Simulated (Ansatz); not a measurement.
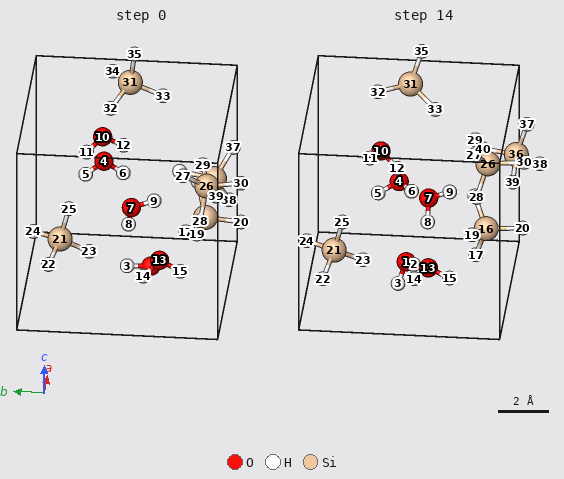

The structure of an amorphous cell of composition SiH$_{6}$O before (left) and after (right) a relaxation, at one scale.

The picture is a ball-and-stick view of the cell of the calculation, seen from a free direction.

The cell holds 5 H2O + 5 SiH4. The run prepares the start of a later molecular dynamics calculation, from a guessed geometry.

Level of theory: Ansatz, DFT r2SCAN-D3(BJ), scalar-relativistic, plane waves, PAW.

The input:
```yaml
accuracy: low
crystal:
  lattice:
    - [8.188244, 0.0, 0.0]
    - [0.0, 8.188244, 0.0]
    - [0.0, 0.0, 8.188244]
  atoms:
    - { symbol: O, position: [0.6431227, 0.3950709, 0.0376724] }
    - { symbol: H, position: [0.5652147, 0.3451901, 0.1113889] }
    - { symbol: H, position: [0.6203662, 0.5108462, 0.0460442] }
    - { symbol: O, position: [0.8816165, 0.6520085, 0.4860898] }
    - { symbol: H, position: [0.8770488, 0.742219, 0.4097153] }
    - { symbol: H, position: [0.8962251, 0.5569377, 0.4172421] }
    - { symbol: O, position: [0.3681861, 0.4651098, 0.5185643] }
    - { symbol: H, position: [0.3991246, 0.4820937, 0.4056651] }
    - { symbol: H, position: [0.4059952, 0.3555989, 0.5424329] }
    - { symbol: O, position: [0.4039131, 0.6116549, 0.8926017] }
    - { symbol: H, position: [0.3975569, 0.6904681, 0.8046247] }
    - { symbol: H, position: [0.4258264, 0.5091947, 0.8377056] }
    - { symbol: O, position: [0.2667075, 0.3148485, 0.284256] }
    - { symbol: H, position: [0.2522442, 0.3943941, 0.1979126] }
    - { symbol: H, position: [0.2656214, 0.2108784, 0.2278563] }
    - { symbol: Si, position: [0.8142469, 0.1403171, 0.2327986] }
    - { symbol: H, position: [0.887635, 0.245512, 0.1049532] }
    - { symbol: H, position: [0.8841481, 0.1836991, 0.3941308] }
    - { symbol: H, position: [0.6349211, 0.1653834, 0.2359943] }
    - { symbol: H, position: [0.8502832, -0.0333263, 0.1961162] }
    - { symbol: Si, position: [0.2410611, 0.807627, 0.3926152] }
    - { symbol: H, position: [0.0730456, 0.8486891, 0.3389406] }
    - { symbol: H, position: [0.3028584, 0.6676427, 0.2957559] }
    - { symbol: H, position: [0.3491205, 0.9507733, 0.367544] }
    - { symbol: H, position: [0.2392198, 0.763403, 0.5682201] }
    - { symbol: Si, position: [0.1080152, 0.0643646, 0.8067599] }
    - { symbol: H, position: [0.0101575, 0.1725094, 0.9141136] }
    - { symbol: H, position: [0.0615477, 0.0926931, 0.6340332] }
    - { symbol: H, position: [0.2840481, 0.1008134, 0.8286721] }
    - { symbol: H, position: [0.0763075, -0.1085574, 0.8502207] }
    - { symbol: Si, position: [0.9616157, 0.5285371, 0.8957822] }
    - { symbol: H, position: [0.8181579, 0.6119651, 0.8232848] }
    - { symbol: H, position: [0.9847328, 0.3677253, 0.8157732] }
    - { symbol: H, position: [1.1094583, 0.6301319, 0.8709366] }
    - { symbol: H, position: [0.9341139, 0.504326, 1.0731342] }
    - { symbol: Si, position: [0.5257888, 0.0672372, 0.6169019] }
    - { symbol: H, position: [0.6002317, -0.0194257, 0.7574154] }
    - { symbol: H, position: [0.5939236, 0.0015617, 0.4624978] }
    - { symbol: H, position: [0.3463796, 0.0426565, 0.6189901] }
    - { symbol: H, position: [0.5626204, 0.2441564, 0.6287043] }
basis:
  ecutwfc: 500.0
kpoints:
  mp_grid: { grid: [1, 1, 1] }
hamiltonian:
  xc: r2scan
  dispersion: d3bj
scf:
  occupations: { method: fermi_dirac, width: 0.02 }
  lower_state_search: "off"
relax:
  f_tol: 0.3
  max_steps: 15
  adjacent_minimum: "off"
output:
  write_density: true
  write_potential: true
  elf: true
  volumetric_format: npy
```

Run as
```bash
ansatz run input.yaml --threads 1 --pin off --max-ram 3072MiB --backend cpu --events-out ev --progress --plain --runs-dir out
```

Question: Describe what moved and what it gained.

Answer: The relaxation stopped without meeting its thresholds, so the last structure isn't shown to be converged. It used up its limit of 15 steps. Over 14 geometry steps the energy falls by 2.816 eV per cell of the calculation. Largest force component: 1.2 eV/Å at the start, 0.52 eV/Å at the end. H38 moves most: 1.91 Å along [1 −1 1]. By element the largest moves are H 1.91 Å, Si 1.32 Å, O 1.25 Å. The lattice vectors keep their values. Among the contacts that change: O10–H12 0.969 → 0.980 Å, O10–H11 0.969 → 0.960 Å, Si16–H18 1.483 → 1.489 Å. Among the angles between lasting bonds that change: H39–Si36–H40 109.5° → 106.9°, H5–O4–H6 104.0° → 101.9°, H32–Si31–H33 109.5° → 111.6°.

Limits of the set-up: the program's low-accuracy preset was used; the periodic images lie only 8.2 Å apart, so the values are limited by the cell's size.
